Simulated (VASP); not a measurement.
Band structure of Tl (relaxed from the simple-cubic structure, space group Pm-3m). Computed with PBEsol GGA, VASP's PBE PAW potentials (set 64) (plane waves; VASP 6.6.1).

Unless said otherwise, spin-orbit coupling is left out, though it shifts the bands of the heavy elements here.

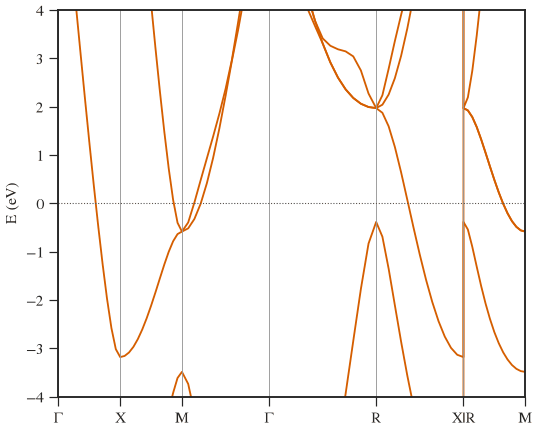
*Bands along high-symmetry lines, zero at the valence-band maximum or, without a gap, the Fermi level*

Problem. Read the plot: is there a gap, and where are the band edges?

Solution. It has no gap at this level: it comes out as a metal or semimetal. (Edges off the drawn lines would not show.)

The structure was generated: Tl was put into the simple-cubic type (Pm-3m), which need not be its known phase. It was relaxed first.
